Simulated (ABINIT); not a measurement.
# Beyond one shot: LiCaH3 (R-3c)

Aim: iterate the self-energy on LiCaH3 (R-3c) and follow the gap from cycle to cycle.

Program: ABINIT 10.8.3. Level of theory: LDA and many-body steps on it, plane waves. Results are calculated unless marked as measured.

### 1. Starting point

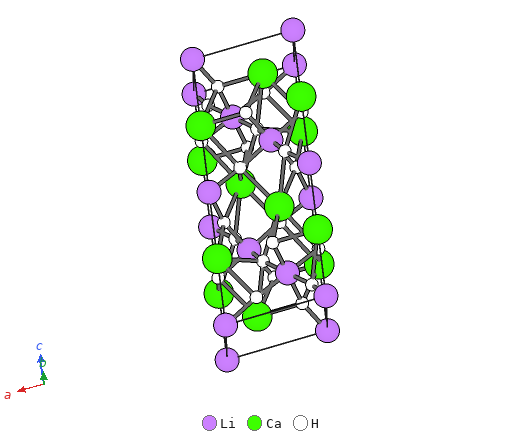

The cell as given, from a free direction (lithium purple, calcium green, hydrogen white). This picture shows the conventional cell, with its axes. Bonds to atoms that aren't drawn are left out. Some periodic images of atoms are drawn too.

As a file:

```cif
data_structure
_symmetry_space_group_name_H-M 'P 1'
_symmetry_Int_Tables_number 1
_cell_length_a 5.1197
_cell_length_b 5.1197
_cell_length_c 5.1197
_cell_angle_alpha 61.185
_cell_angle_beta 61.185
_cell_angle_gamma 61.185
_cell_volume 97.42
loop_
_atom_site_label
_atom_site_type_symbol
_atom_site_fract_x
_atom_site_fract_y
_atom_site_fract_z
_atom_site_occupancy
Li1 Li 0.00000 0.00000 0.00000 1
Li2 Li 0.50000 0.50000 0.50000 1
Ca3 Ca 0.25000 0.25000 0.25000 1
Ca4 Ca 0.75000 0.75000 0.75000 1
H5 H 0.69843 0.80157 0.25000 1
H6 H 0.25000 0.69843 0.80157 1
H7 H 0.80157 0.25000 0.69843 1
H8 H 0.75000 0.30157 0.19843 1
H9 H 0.19843 0.75000 0.30157 1
H10 H 0.30157 0.19843 0.75000 1
```

The cell and positions are those that the Materials Project relaxed with its own functionals (PBE, PBE+U or r2SCAN), kept fixed.

### 2. Empty states on the mesh, 2×2×2 mesh, 60 bands

This step: ABINIT 10.8.3; DFT, LDA, plane waves, norm-conserving pseudopotentials.

The sums over transitions need many empty states on a uniform mesh; this step solves for them.

run.abi

```
acell 3*1.0 Angstrom
rprim 
  2.605565885003 1.504324165098 4.142435874900
  -2.605565885003 1.504324165098 4.142435874900
  -0.000000000000 -3.008648330196 4.142435874900
ntypat 3
znucl 3 20 1
natom 10
typat 1 1 2 2 3 3 3 3 3 3
xred 
  0.000000000000 0.000000000000 0.000000000000
  0.500000000000 0.500000000000 0.500000000000
  0.250000000000 0.250000000000 0.250000000000
  0.750000000000 0.750000000000 0.750000000000
  0.698431000000 0.801569000000 0.250000000000
  0.250000000000 0.698431000000 0.801569000000
  0.801569000000 0.250000000000 0.698431000000
  0.750000000000 0.301569000000 0.198431000000
  0.198431000000 0.750000000000 0.301569000000
  0.301569000000 0.198431000000 0.750000000000
pp_dirpath "pseudos"
pseudos "Li.upf, Ca.upf, H.upf"
ecut 33
ngkpt 2 2 2
nshiftk 1
shiftk 0 0 0
kptopt 1
chksymbreak 0
iscf -2
irdden 1
istwfk *1
nband 60
nbdbuf 4
tolwfr 1e-09
nstep 60
prtvol 0
indata_prefix "in"
outdata_prefix "out"
tmpdata_prefix "tmp"
```

Run with:

```
OMP_NUM_THREADS=1 mpirun -n 4 abinit run.abi > log
```

Numbers of over 12 decimals in the logs are rounded to 6 here.

What it wrote:

```text
.Version 10.8.3 of ABINIT. v10.8.2 released Aug 2026.

 Symmetries : space group R-3 c (#167); Bravais hR (rhombohedral)
[... echo of the input left out ...]
== DATASET  1 ==================================================================
-   mpi_nproc: 4, omp_nthreads: 1 (-1 if OMP is not activated)

--- !DatasetInfo
iteration_state: {dtset: 1, }
dimensions: {natom: 10, nkpt: 4, mband: 60, nsppol: 1, nspinor: 1, nspden: 1, mpw: 5964, }
cutoff_energies: {ecut:  33.0, pawecutdg:  -1.0, }
[...]
0.76679    0.78912    0.78912    0.79887    0.79887    0.79894    0.80703    0.83572
   0.83572    0.85944    0.93196    0.93196    0.96015    0.96015    0.96098    0.97722
   0.97722    1.01424    1.02053    1.02884
 prteigrs : prtvol=0 or 1, do not print more k-points.

== END DATASET(S) ==============================================================
================================================================================

 -outvars: echo values of variables after computation  --------
            nband          60
             nkpt           4
          spgroup         167
 [... the other variables as echoed above ...]

 Calculation completed.
```

Elapsed: 11 s, on 4 MPI ranks of Arm Neoverse V2, shared host; peak memory 0.34 GiB; 45 s of CPU time.

Numbers from this step:

```yaml
gap: 2.318 eV
k_of_the_valence_top: 0.5, 0.5, 0
k_of_the_conduction_bottom: 0.5, 0.5, 0
least_direct_gap: 2.318 eV
k_points_computed: 4
lowest_point_of_the_top_converged_band_above_the_valence_top: 23.58 eV
```

On this mesh the gap is 2.318 eV.

The density comes from a self-consistent run that is not shown.

### 3. Screening, 2×2×2 mesh, 56 bands, screening to 87.1 eV

The RPA dielectric matrix is built and inverted for each q.

This step: RPA screening on LDA, plane waves, norm-conserving pseudopotentials.

Changes to run.abi since step 2:

```diff
@@ -28,10 +28,11 @@
 chksymbreak 0
-iscf -2
-irdden 1
 istwfk *1
-nband 60
-nbdbuf 4
-tolwfr 1e-09
-nstep 60
-prtvol 0
+occopt 1
+irdwfk 1
+optdriver 3
+nband 56
+ecuteps 3.2
+inclvkb 2
+awtr 1
+symchi 1
 indata_prefix "in"
```

What it wrote:

```text
.Version 10.8.3 of ABINIT. v10.8.2 released Aug 2026.

 Symmetries : space group R-3 c (#167); Bravais hR (rhombohedral)
[... echo of the input left out ...]
== DATASET  1 ==================================================================
-   mpi_nproc: 4, omp_nthreads: 1 (-1 if OMP is not activated)

--- !DatasetInfo
iteration_state: {dtset: 1, }
dimensions: {natom: 10, nkpt: 4, mband: 56, nsppol: 1, nspinor: 1, nspden: 1, mpw: 5964, }
cutoff_energies: {ecut:  33.0, pawecutdg:  -1.0, }
electrons: {nelect:   3.20000000E+01, charge:   0.00000000E+00, occopt:   1.00000000E+00, tsmear:   1.00000000E-02, }

 SCREENING: Calculation of the susceptibility and dielectric matrices

 Based on a program developped by R.W. Godby, V. Olevano, G. Onida, and L. Reining.
 Incorporated in ABINIT by V. Olevano, G.-M. Rignanese, and M. Torrent.
.Using double precision arithmetic ; gwpc =  8

[... cell and pseudopotentials left out ...]
--------------------------------------------------------------------------------

 ==== K-mesh for the wavefunctions ====
 Number of points in the irreducible wedge :     4
[... list of points left out ...]
 Together with 12 symmetry operations and time-reversal symmetry
 yields     8 points in the full Brillouin Zone.

 ==== Q-mesh for the screening function ====
 Number of points in the irreducible wedge :     4
[... list of points left out ...]
 Together with 12 symmetry operations and time-reversal symmetry
 yields     8 points in the full Brillouin Zone.

 setmesh: FFT mesh size selected  =    36x   36x   36
          total number of points  =        46656

 vcoul_init : cutoff-mode = AUXILIARY_FUNCTION
 q-points for optical limit:   1
     1)      0.000010    0.000020    0.000030

- screening: taking advantage of time-reversal symmetry
- Maximum band index for partially occupied states nbvw = 16
- Remaining bands to be divided among processors   nbcw = 40
- Number of bands treated by each node ~10

 Number of electrons calculated from density =   32.0000; Expected =   32.0000
 average of density, n =  0.048675
 r_s =    1.6990
 omega_plasma =   21.2817 [eV]

 calculating chi0 at frequencies [eV] :
  1    0.000000E+00    0.000000E+00
  2    0.000000E+00    2.128173E+01

--------------------------------------------------------------------------------
  q-point number  1        q = ( 0.000000, 0.000000, 0.000000) [r.l.u.]
--------------------------------------------------------------------------------
[... chi0 elements left out ...]
 For q-point:  0.000010 0.000020 0.000030
  dielectric constant =   5.9345
  dielectric constant without local fields =   6.5718

  Average fulfillment of the sum rule on Im[epsilon] for q-point    1 :     46.95  [%]
[... wings left out ...]
  q-point number  2        q = ( 0.500000, 0.000000, 0.000000) [r.l.u.]
--------------------------------------------------------------------------------
[... chi0 elements left out ...]
  Average fulfillment of the sum rule on Im[epsilon] for q-point    2 :     55.97  [%]

 [... 2 further q-points ...]
```

It took 7.1 s on 4 MPI ranks; peak memory 0.73 GiB.

Numbers from this step:

```
ε∞ with local fields, on this mesh, along the program's q direction : 5.934
the same without local fields                                       : 6.572
plasma frequency                                                    : 21.28 eV
plane waves in the screening matrix                                 : 169
```

Local fields lower ε∞ by 10 %. On a Γ-centred mesh this coarse the value itself is usually too large, while a short band sum pulls it down.

### 4. G0W0

The self-energy is evaluated for the states that the input lists, and the levels follow from it, in one-shot runs by the linearised quasiparticle equation.

This step: G0W0 on LDA, plane waves, norm-conserving pseudopotentials.

Changes to run.abi since step 3:

```diff
@@ -31,8 +31,17 @@
 irdwfk 1
-optdriver 3
+optdriver 4
 nband 56
+gwcalctyp 0
+ecutsigx 33
+symsigma 1
+nkptgw 2
+kptgw 
+  0.5000000000 0.5000000000 0.0000000000
+  0.0000000000 0.0000000000 0.0000000000
+bdgw 
+  15 18
+  15 18
 ecuteps 3.2
-inclvkb 2
-awtr 1
-symchi 1
+irdscr 1
+ppmodel 1
 indata_prefix "in"
```

What it wrote:

```text
.Version 10.8.3 of ABINIT. v10.8.2 released Aug 2026.

 Symmetries : space group R-3 c (#167); Bravais hR (rhombohedral)
[... echo of the input left out ...]
== DATASET  1 ==================================================================
-   mpi_nproc: 4, omp_nthreads: 1 (-1 if OMP is not activated)

--- !DatasetInfo
iteration_state: {dtset: 1, }
dimensions: {natom: 10, nkpt: 4, mband: 56, nsppol: 1, nspinor: 1, nspden: 1, mpw: 5964, }
cutoff_energies: {ecut:  33.0, pawecutdg:  -1.0, }
electrons: {nelect:   3.20000000E+01, charge:   0.00000000E+00, occopt:   1.00000000E+00, tsmear:   1.00000000E-02, }

 SIGMA: Calculation of the GW corrections

 Based on a program developped by R.W. Godby, V. Olevano, G. Onida, and L. Reining.
 Incorporated in ABINIT by V. Olevano, G.-M. Rignanese, and M. Torrent.
.Using double precision arithmetic ; gwpc =  8

[... cell and pseudopotentials left out ...]
--------------------------------------------------------------------------------

 ==== K-mesh for the wavefunctions ====
 Number of points in the irreducible wedge :     4
[... list of points left out ...]
 Together with 12 symmetry operations and time-reversal symmetry
 yields     8 points in the full Brillouin Zone.

 ==== Q-mesh for screening function ====
 Number of points in the irreducible wedge :     4
[... list of points left out ...]
 Together with 12 symmetry operations and time-reversal symmetry
 yields     8 points in the full Brillouin Zone.

 vcoul_init : cutoff-mode = AUXILIARY_FUNCTION
 q-points for optical limit:   1
     1)      0.000010    0.000020    0.000030
 setmesh: FFT mesh size selected  =    54x   54x   54
          total number of points  =       157464

 Number of electrons calculated from density =   32.0000; Expected =   32.0000
 average of density, n =  0.048675
 r_s =    1.6990
 omega_plasma =   21.2817 [eV]

 === KS Band Gaps ===
  >>>> For spin  1
   Minimum direct gap =   2.3178 [eV], located at k-point      :   0.5000  0.5000  0.0000
   Fundamental gap    =   2.3178 [eV], Top of valence bands at :   0.5000  0.5000  0.0000
                                       Bottom of conduction at :   0.5000  0.5000  0.0000
 SIGMA fundamental parameters:
 PLASMON POLE MODEL  1
 number of plane-waves for SigmaX                 5925
 number of plane-waves for SigmaC and W            169
 number of plane-waves for wavefunctions          5925
 number of bands                                    56
 number of independent spin polarizations            1
 number of spinorial components                      1
 number of k-points in IBZ                           4
 number of q-points in IBZ                           4
 number of symmetry operations                      12
 number of k-points in BZ                            8
 number of q-points in BZ                            8
 number of frequencies for dSigma/dE                 9
 frequency step for dSigma/dE [eV]                0.25
 number of omega for Sigma on real axis              0
 max omega for Sigma on real axis  [eV]           0.00
 zcut for avoiding poles [eV]                     0.10

 EPSILON^-1 parameters (SCR file):
 dimension of the eps^-1 matrix on file            169
 dimension of the eps^-1 matrix used               169
 number of plane-waves for wavefunctions          5925
 number of bands                                    56
 number of q-points in IBZ                           4
 number of frequencies                               2
 number of real frequencies                          1
 number of imag frequencies                          1

 matrix elements of self-energy operator (all in [eV])

 Perturbative Calculation

--- !SelfEnergy_ee
iteration_state: {dtset: 1, }
kpoint     : [   0.500,    0.500,    0.000, ]
spin       : 1
KS_gap     :    2.318
QP_gap     :    3.725
Delta_QP_KS:    1.407
data: !SigmaeeData |
     Band     E0 <VxcDFT>   SigX SigC(E0)      Z dSigC/dE  Sig(E)    E-E0       E
       15   0.417 -10.800 -14.133   2.907   0.771  -0.297 -11.128  -0.329   0.088
       16   3.015 -11.266 -13.145   1.960   0.792  -0.263 -11.202   0.065   3.080
       17   5.333 -10.738  -5.963  -2.955   0.809  -0.236  -9.266   1.472   6.805
       18   5.777 -12.388  -6.113  -3.601   0.802  -0.247 -10.243   2.145   7.922

--- !SelfEnergy_ee
iteration_state: {dtset: 1, }
kpoint     : [   0.000,    0.000,    0.000, ]
spin       : 1
KS_gap     :    5.021
QP_gap     :    6.580
Delta_QP_KS:    1.559
data: !SigmaeeData |
     Band     E0 <VxcDFT>   SigX SigC(E0)      Z dSigC/dE  Sig(E)    E-E0       E
       15   2.163 -11.285 -13.383   2.137   0.786  -0.272 -11.254   0.030   2.194
       16   2.163 -11.285 -13.383   2.137   0.786  -0.272 -11.254   0.030   2.194
       17   7.185 -10.911  -5.517  -3.417   0.804  -0.244  -9.322   1.589   8.774
       18   7.185 -10.911  -5.517  -3.417   0.804  -0.244  -9.322   1.589   8.774

== END DATASET(S) ==============================================================
================================================================================

 -outvars: echo values of variables after computation  --------
           etotal      0.0000000000E+00
            nband          56
             nkpt           4
          spgroup         167
 [... the other variables as echoed above ...]

 Calculation completed.
```

Wall time 3.5 s (4 MPI ranks); peak memory 0.58 GiB; 13 s of CPU time.

Numbers from this step:

```
G0W0 gap on the points computed              : 3.725 eV
starting gap on the mesh                     : 2.318 eV
k of the valence top                         : 0.5, 0.5, 0
k of the conduction bottom                   : 0.5, 0.5, 0
Z at the valence top                         : 0.792
Z at the conduction bottom                   : 0.809
least direct G0W0 gap on the computed points : 3.725 eV
```

The gap on the mesh goes from 2.32 eV to 3.72 eV, a correction of +1.41 eV.

### 5. QSGW, cycle 1

This step: QSGW on LDA, plane waves, norm-conserving pseudopotentials.

Changes to run.abi since step 4:

```diff
@@ -33,12 +33,16 @@
 nband 56
-gwcalctyp 0
+gwcalctyp 28
 ecutsigx 33
-symsigma 1
-nkptgw 2
+symsigma 0
+nkptgw 4
 kptgw 
+  0.0000000000 0.0000000000 0.0000000000
+  0.5000000000 0.0000000000 0.0000000000
   0.5000000000 0.5000000000 0.0000000000
-  0.0000000000 0.0000000000 0.0000000000
+  0.5000000000 0.5000000000 0.5000000000
 bdgw 
-  15 18
-  15 18
+  11 22
+  11 22
+  11 22
+  11 22
 ecuteps 3.2
```

What it wrote:

```text
.Version 10.8.3 of ABINIT. v10.8.2 released Aug 2026.

 Symmetries : space group R-3 c (#167); Bravais hR (rhombohedral)
[... echo of the input left out ...]
== DATASET  1 ==================================================================
-   mpi_nproc: 4, omp_nthreads: 1 (-1 if OMP is not activated)

--- !DatasetInfo
iteration_state: {dtset: 1, }
dimensions: {natom: 10, nkpt: 4, mband: 56, nsppol: 1, nspinor: 1, nspden: 1, mpw: 5964, }
cutoff_energies: {ecut:  33.0, pawecutdg:  -1.0, }
electrons: {nelect:   3.20000000E+01, charge:   0.00000000E+00, occopt:   1.00000000E+00, tsmear:   1.00000000E-02, }

 SIGMA: Calculation of the GW corrections

 Based on a program developped by R.W. Godby, V. Olevano, G. Onida, and L. Reining.
 Incorporated in ABINIT by V. Olevano, G.-M. Rignanese, and M. Torrent.
.Using double precision arithmetic ; gwpc =  8

[... cell and pseudopotentials left out ...]
--------------------------------------------------------------------------------

 ==== K-mesh for the wavefunctions ====
 Number of points in the irreducible wedge :     4
[... list of points left out ...]
 Together with 12 symmetry operations and time-reversal symmetry
 yields     8 points in the full Brillouin Zone.

 ==== Q-mesh for screening function ====
 Number of points in the irreducible wedge :     4
[... list of points left out ...]
 Together with 12 symmetry operations and time-reversal symmetry
 yields     8 points in the full Brillouin Zone.

 vcoul_init : cutoff-mode = AUXILIARY_FUNCTION
 q-points for optical limit:   1
     1)      0.000010    0.000020    0.000030
 setmesh: FFT mesh size selected  =    54x   54x   54
          total number of points  =       157464

 Number of electrons calculated from density =   32.0000; Expected =   32.0000
[...]
--- !SelfEnergy_ee
iteration_state: {dtset: 1, }
kpoint     : [   0.500,    0.500,    0.000, ]
spin       : 1
KS_gap     :    2.318
QP_gap     :    4.056
Delta_QP_KS:    1.738
data: !SigmaeeData |
     Band     E_DFT   <VxcDFT>   E(N-1)  <Hhartree>   SigX  SigC[E(N-1)]    Z     dSigC/dE  Sig[E(N)]  DeltaE  E(N)_pert E(N)_diago
[...]
--- !SelfEnergy_ee
iteration_state: {dtset: 1, }
kpoint     : [   0.500,    0.500,    0.500, ]
spin       : 1
KS_gap     :    5.021
QP_gap     :    7.522
Delta_QP_KS:    2.501
data: !SigmaeeData |
     Band     E_DFT   <VxcDFT>   E(N-1)  <Hhartree>   SigX  SigC[E(N-1)]    Z     dSigC/dE  Sig[E(N)]  DeltaE  E(N)_pert E(N)_diago
[...]
21     6.869   -12.903     6.869    19.772    -6.320    -3.744     1.000     0.000   -10.064     2.839     9.708     9.712
       22     6.869   -12.903     6.869    19.772    -6.320    -3.742     1.000     0.000   -10.062     2.842     9.710     9.715

 New Fermi energy :        1.879682E-01 Ha ,    5.114877E+00 eV

 === QP Band Gaps ===
  >>>> For spin  1
   Minimum direct gap =   4.2034 [eV], located at k-point      :   0.5000  0.5000  0.0000
   Fundamental gap    =   4.2034 [eV], Top of valence bands at :   0.5000  0.5000  0.0000
                                       Bottom of conduction at :   0.5000  0.5000  0.0000

 writing QP data on file : out_QPS

 Convergence of QP corrections
 >>>>> For spin  1 <<<<<
.  kptgw no:  1; Maximum DeltaE = (  -0.270  -0.001) for band index: 12
.  kptgw no:  2; Maximum DeltaE = (  -0.613   0.001) for band index: 11
.  kptgw no:  3; Maximum DeltaE = (  -0.663   0.001) for band index: 12
.  kptgw no:  4; Maximum DeltaE = (  -0.605   0.000) for band index: 12

== END DATASET(S) ==============================================================
================================================================================

 -outvars: echo values of variables after computation  --------
           etotal      0.0000000000E+00
            nband          56
             nkpt           4
          spgroup         167
 [... the other variables as echoed above ...]

 Calculation completed.
```

The job ended after 11 s (4 MPI ranks; peak memory 1.1 GiB; 42 s of CPU time).

This step gave:

| Quantity | Value |
| --- | --- |
| quasiparticle gap on the mesh | 4.204 eV |
| gap of the density functional on the mesh | 2.318 eV |
| k of the valence top | 0.5, 0.5, 0 |
| k of the conduction bottom | 0.5, 0.5, 0 |
| Z at the valence top | 1 |
| Z at the conduction bottom | 1 |
| least direct quasiparticle gap on the computed points | 4.204 eV |

Against G0W0 in ABINIT (2×2×2 mesh, 56 bands, screening to 87.1 eV, Godby-Needs plasmon pole), the gap moves by +0.479 eV.

(Part 1 of 2 ends here.)

[Paths, hosts, dates, memory and timing lines, banners, echoed tables and standing remarks are left out of the program output.]

[Logs are printed without paths, hosts, clocks, repeated set-up lines and the standing remarks that a program may print on its own settings, such as how far it seeks lower states.]

[Runs of the session that timed out or met a known fault of the program may be left out.]

[Hosts, paths, dates, database ids (printed as entryN), source tags and the programs' standing remarks are cut or masked in the printed files.]

[G0W0 gaps are taken among the corrected bands and points alone; a level outside them can change the order at an edge.]

[Where Ansatz stands beside ABINIT at settings called matched, ABINIT's density can come from a denser mesh and the files from another edition; pairs whose starting gaps differed by over 0.03 eV were left out, so agreement reads better than it is.]
